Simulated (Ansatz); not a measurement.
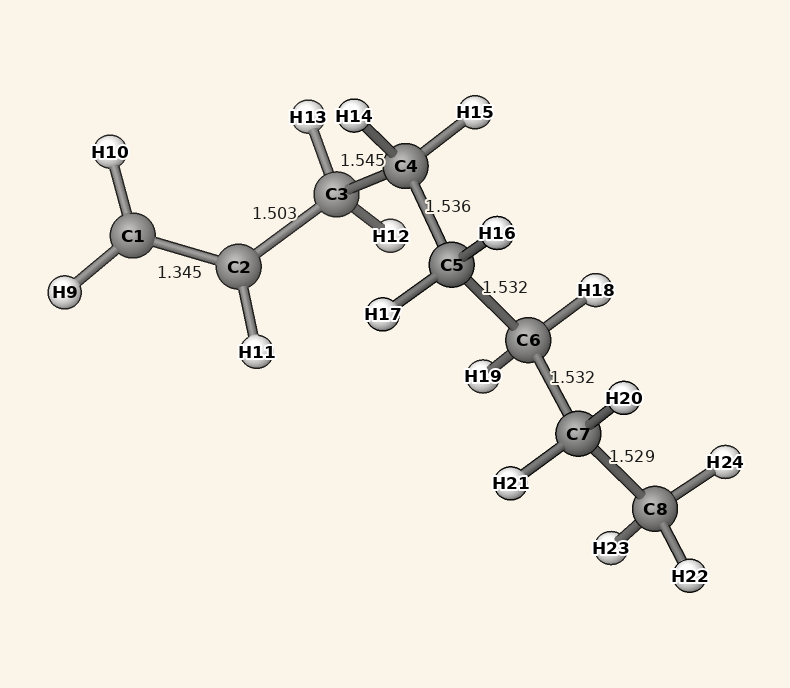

The numbers beside the sticks are distances in Å. Sticks don't show bond order. The geometry was computed by an optimisation with PBE-D4/def2-SVP. No frequency run is at hand to confirm it as a minimum.

Q: Assign a bond order to each marked bond.

A: C1–C2 double; C2–C3 single; C3–C4 single; C4–C5 single; C5–C6 single; C6–C7 single; C7–C8 single.

Q: Give the structure as SMILES.

A: C=CCCCCCC
